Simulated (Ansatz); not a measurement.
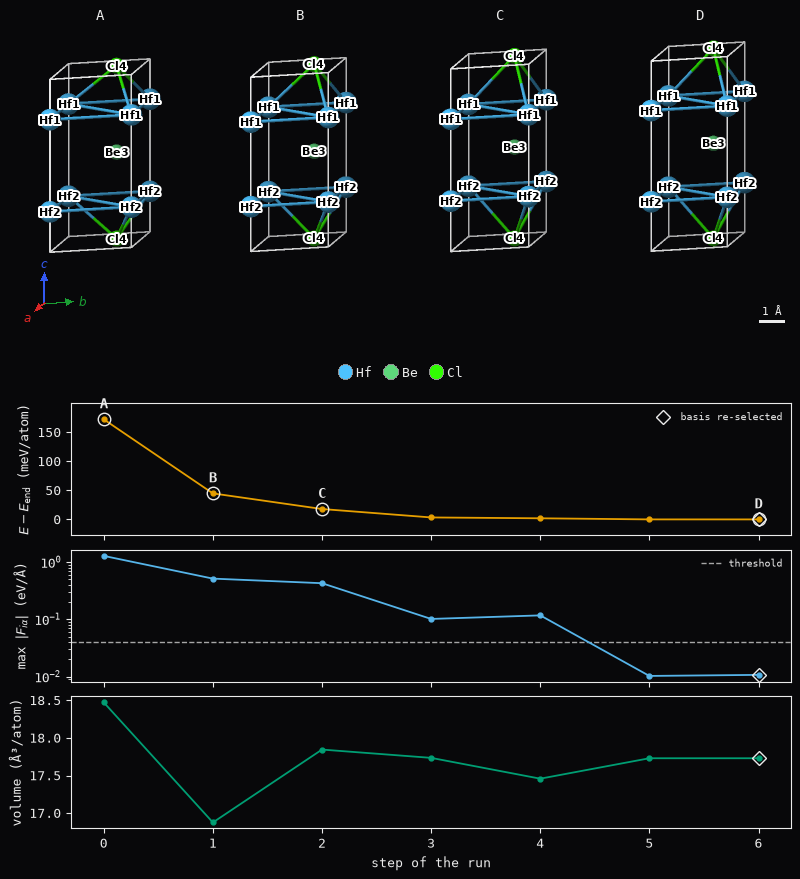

Frames of a relaxation of crystalline Hf2BeCl (a generated structure, set up in P-6m2) (coarse preliminary run), marked on the history of the run. The picture is a ball-and-stick view of the cell of the calculation, seen slightly off an axis.

Computed with Ansatz 0.2.0, DFT PBE, scalar-relativistic, plane waves, PAW.

The input:
```yaml
crystal:
  lattice:
    - [3.458, 0.0, 0.0]
    - [-1.729, 2.99471585, 0.0]
    - [0.0, 0.0, 7.13491313]
  atoms:
    - { symbol: Hf, position: [0.0, 0.0, 0.76656246] }
    - { symbol: Hf, position: [0.0, 0.0, 0.23343754] }
    - { symbol: Be, position: [0.33333333, 0.66666667, 0.5] }
    - { symbol: Cl, position: [0.33333333, 0.66666667, 0.0] }
basis:
  ecutwfc: 420
kpoints:
  mp_grid: { grid: [6, 6, 4] }
hamiltonian:
  xc: pbe
scf:
  occupations: { method: gaussian, width: 0.1 }
  lower_state_search: "off"
output:
  forces: true
  stress: true
  eigenvalues: true
relax:
  adjacent_minimum: "off"
  f_tol: 0.04
  max_steps: 70
  cell: { stress_tol: 0.4 }
```

Launched with:
```bash
ansatz run input.yaml --threads 1 --pin off --max-ram 2048MiB --backend cpu --events-out ev --progress --plain --runs-dir out
```

Q: What happens along the run?

A: The energy falls by 172 meV per atom in 5 accepted moves (6 points after the start). The largest force component goes from 1.3 to 0.011 eV/Å. Pressure: −4.11 GPa at the start and −0.11 GPa at the end. The SCF was repeated once at an unchanged geometry on a basis and grid sized afresh for the cell, which shifted the energy by less than 0.05 meV per atom at most. The largest moves relative to the cell, 0.21 Å, are those of Hf1 and Hf2. Hf1 goes along −c. Cl and Be stay in place. The drawn cell changes as follows: a = b 3.458 → 3.231 Å (−6.6 %), c 7.135 → 7.845 Å (+10.0 %); the volume changes by −4.0 %. Among the contacts that change: Hf1–Hf2 3.331 → 4.079 Å, Hf1–Hf1 3.458 → 3.231 Å, Hf1–Cl4 2.600 → 2.764 Å, Hf1–Be3 2.757 → 2.650 Å. Among the angles between lasting bonds that change: Hf1–Cl4–Hf2 79.7° → 95.1°, Hf1–Cl4–Hf1 83.4° → 71.5°, Hf1–Cl4–Hf2 134.8° → 140.6°. The space group stays P-6m2 (No. 187). The run took 43 s on 1 thread of Intel(R) Xeon(R) Platinum 8375C CPU @ 2.90GHz (Ice Lake), on a shared host, peak memory 0.42 GiB. From step 0 to 1: Hf atoms move most (0.17 Å), volume −8.6 %, energy −127 meV per atom. From step 1 to 2: Hf atoms move most (0.14 Å), volume +5.7 %, energy −26.9 meV per atom. From step 2 to 6: Hf atoms move most (0.13 Å), volume −0.6 %, energy −17.9 meV per atom.

```
step  E − E(0), meV/atom  largest force component, eV/Å  pressure, GPa  volume, Å³/atom                      note
   0                0.00                         1.2829          -4.11           18.472                          
   1             -127.44                         0.5142           4.18           16.876                          
   2             -154.32                         0.4274           0.06           17.845                          
   3             -168.83                         0.1015          -0.17           17.735                          
   4             -170.29                         0.1172           1.41           17.458                          
   5             -172.19                         0.0103          -0.12           17.730                          
   6             -172.21                         0.0107          -0.11           17.730  same geometry, new basis
```
